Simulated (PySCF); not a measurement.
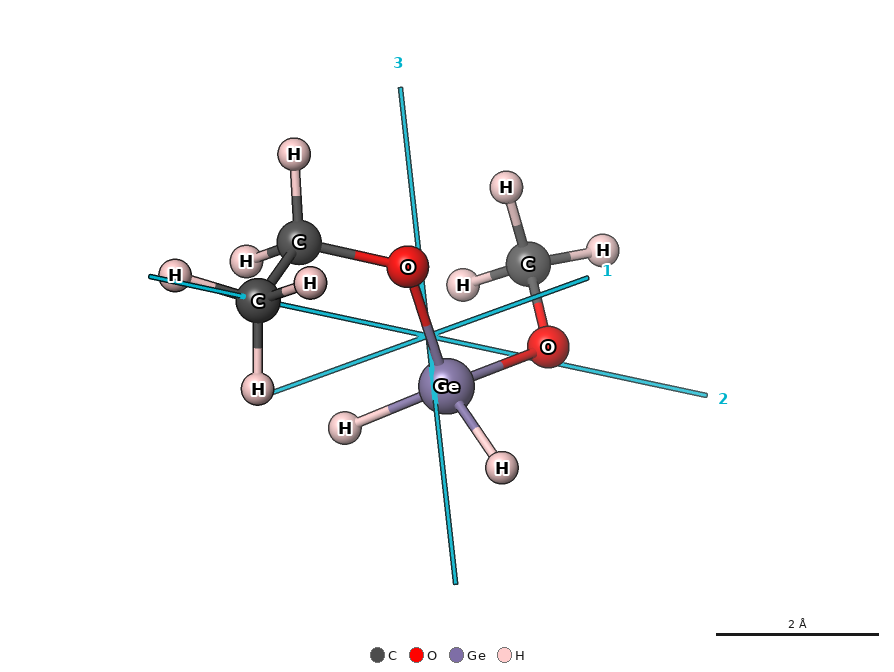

The three principal axes of inertia are drawn and numbered. Distant atoms are faded towards the background colour. Computed geometry: PBE0-D3(BJ)/def2-SVP optimisation. No frequency run is at hand to confirm it as a minimum. Masses are those of the most abundant isotopes; constants are for the rigid equilibrium geometry.

> Which line is the a axis (least moment of inertia), which b and which c?

a is line 2, b is line 3, c is line 1; the moments are 98.9, 384, 453 u Å².

> Classify the rotor and give the rotational constants (cm⁻¹).

An asymmetric top (C1): A = 0.170, B = 0.0439, C = 0.0372 cm⁻¹. Ray's parameter κ is −0.90, close to the prolate limit.
